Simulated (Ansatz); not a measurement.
SnH2Cl2: several calculations on one system

Part 1: Relaxation

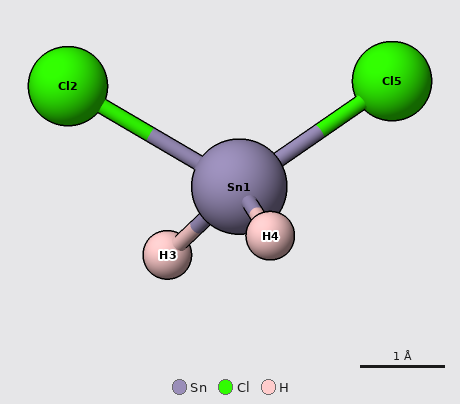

Starting structure of SnH₂Cl₂. The picture is a ball-and-stick view, seen from a free direction.

The run prepares an end point of a later path (reaction) calculation, from a guessed geometry.

Computed with Ansatz 0.2.0, RKS B3LYP/def2-SVP.

The input:
```yaml
crystal:
  periodic: [false, false, false]
  atoms:
    - { symbol: Sn, position_ang: [0.230001, 0.045896, -0.013541] }
    - { symbol: Cl, position_ang: [1.034449, -0.014682, 2.235854] }
    - { symbol: H, position_ang: [1.929677, -0.080624, -0.220339] }
    - { symbol: H, position_ang: [-0.749467, 1.407566, -0.351473] }
    - { symbol: Cl, position_ang: [-0.96766, -1.904956, -0.605201] }
basis:
  gaussian: { orbitals: def2-SVP }
hamiltonian:
  xc: b3lyp
relax:
  f_tol: 0.03
  max_steps: 50
```

Launched with:
```bash
ansatz run input.yaml --threads 1 --pin off --max-ram 2048MiB --backend cpu --events-out ev --progress --plain --runs-dir out
```

Predict the outcome.

The largest move after the best rigid fit is that of H3, 0.46 Å. Largest moves by element: H 0.46 Å, Cl 0.37 Å, Sn 0.16 Å. Some distances before and after: Sn1–Cl2 2.390 → 2.363 Å, Sn1–H3 1.717 → 1.710 Å. Among the angles between lasting bonds that change: Cl2–Sn1–H3 77.2° → 107.7°, H3–Sn1–H4 127.0° → 118.2°, Cl2–Sn1–H4 113.5° → 107.7°. The energy falls by 0.501 eV in 5 geometry steps. Largest force component: 1.2 eV/Å at the start, 0.00049 eV/Å at the end. The run took 8.3 s on 1 thread of AMD EPYC 9R45 96-Core Processor (Zen 5) (shared host), peak memory 0.17 GiB.

Step by step:

| step | E − E(0), eV | largest force component, eV/Å |
| --- | --- | --- |
| 0 | 0.0000 | 1.1663 |
| 1 | -0.3388 | 0.5720 |
| 2 | -0.4850 | 0.2508 |
| 3 | -0.5001 | 0.0767 |
| 4 | -0.5004 | 0.0336 |
| 5 | -0.5006 | 0.0005 |

Final geometry:

```xyz
5

Sn    0.3608    0.0387    0.0791
Cl    0.7081   -0.0225    2.4154
H     1.8910   -0.0689   -0.6761
H    -0.6166    1.3989   -0.2648
Cl   -0.8663   -1.8930   -0.5083
```

The end point in the same view:

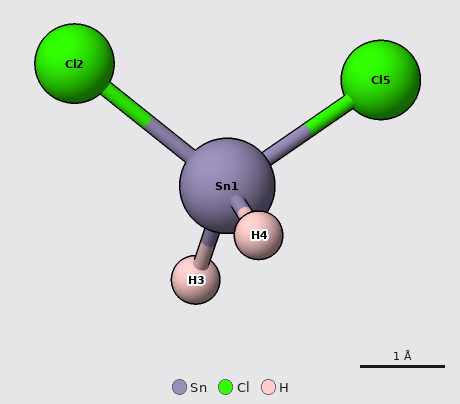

Part 2: Relaxation

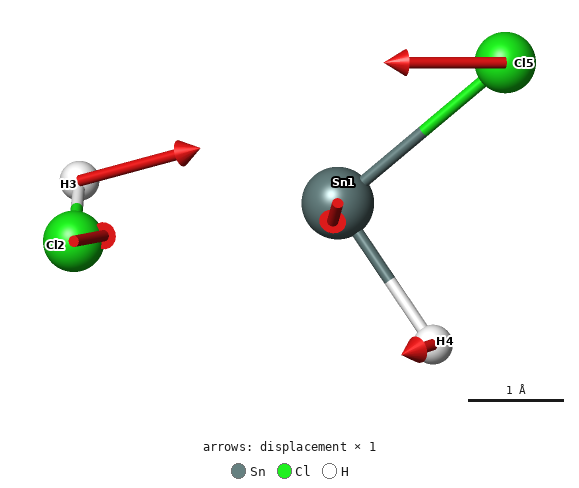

This is a relaxation of SnH₂Cl₂. The starting structure is drawn; red arrows show the displacements, at their true length. The two geometries are superimposed by the best rigid fit.

The picture is a ball-and-stick view, seen at a tilt.

The run prepares an end point of a later path (reaction) calculation, from a guessed geometry.

All numbers below come from Ansatz 0.2.0, RKS B3LYP/def2-SVP. Settings: no spin polarisation; force threshold 0.03 eV/Å; at most 50 steps.

Describe the change and its energy.

After 29 accepted moves (36 points after the start) the energy has fallen by 7.59 kcal/mol. The largest force component goes from 1.1 to 0.028 eV/Å. The line search rejected the trial steps at points 1, 8, 13, 16, 20, 25, 32 of the run. The forces were under the threshold at step 14, but the run went on from there. The largest move after the best rigid fit is that of H3, 1.49 Å. By element the largest moves are H 1.49 Å, Cl 1.33 Å, Sn 0.64 Å. Among the contacts that change: Sn1–Cl2 3.609 → 3.012 Å, Sn1–Cl5 2.414 → 2.493 Å, Cl2–H3 1.334 → 1.323 Å, Sn1–H4 1.800 → 1.795 Å.

Limits of the set-up: the start holds two separate molecules, 2.9 Å apart at their closest, whose relative position is a soft coordinate and is computed without a dispersion correction.

Part 3: Path

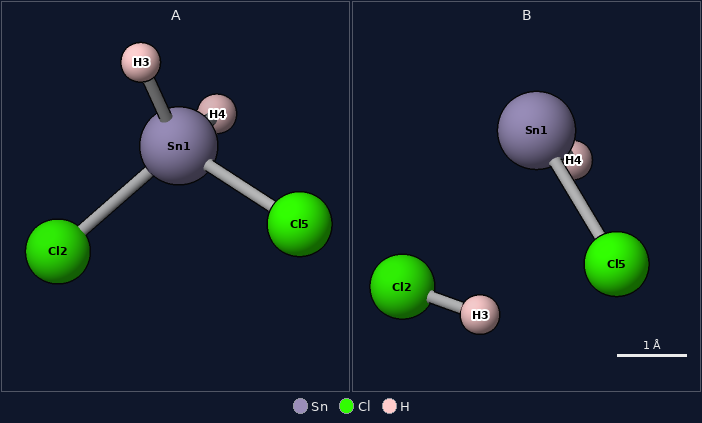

The two relaxed end points of a path for SnH$_{2}$Cl$_{2}$. Style: ball-and-stick. Shown at a tilt.

Theory: RKS B3LYP/def2-SVP (Ansatz 0.2.0).

Run with 5 movable images; climbing image; force threshold 0.05 eV/Å; iteration limit 60.

Start:
```xyz
5

Sn    0.3607    0.0386    0.0790
Cl    0.7095   -0.0215    2.4151
H     1.8905   -0.0702   -0.6771
H    -0.6161    1.3991   -0.2651
Cl   -0.8676   -1.8929   -0.5066
```

End:
```xyz
5

Sn    0.3486    0.7954   -0.9728
Cl    1.5519   -0.0313    1.6618
H     0.9009   -1.0428    1.1116
H    -1.0814    1.3447   -0.0378
Cl   -0.2431   -1.6128   -0.7174
```

Question: What barrier does the band find between them, and by what path?

Answer: Forward barrier 40.9 kcal/mol, backward barrier 28.1 kcal/mol, with image 2 at the top; the reaction energy is +12.7 kcal/mol. A hydrogen atom shifts from one atom to another. Breaking: Sn1–H3 (1.71 → 1.79 at the top → 2.83 Å). Forming: Cl2–H3 (3.31 → 1.81 at the top → 1.32 Å). The band converged in 14 iterations. The largest component of the band force went from 3.5 to 0.028 eV/Å. The climbing image converged on the top of the path. Its vibrational analysis gives one imaginary mode (985i cm⁻¹), as a transition state must have.

Energies of the converged images:

| image | path (Å) | E (kcal/mol) |
| --- | --- | --- |
| 0 | 0.00 | 0.0 |
| 1 | 0.71 | 13.3 |
| 2 | 1.42 | 40.9 |
| 3 | 2.27 | 19.1 |
| 4 | 3.12 | 16.2 |
| 5 | 3.97 | 15.1 |
| 6 | 4.83 | 12.7 |

The geometry at the top of the path:

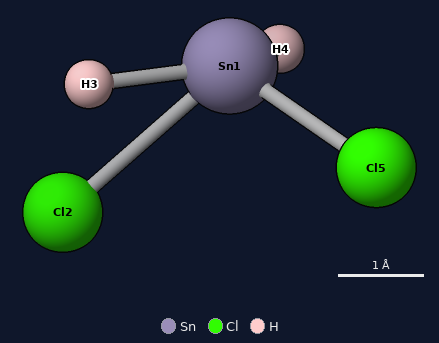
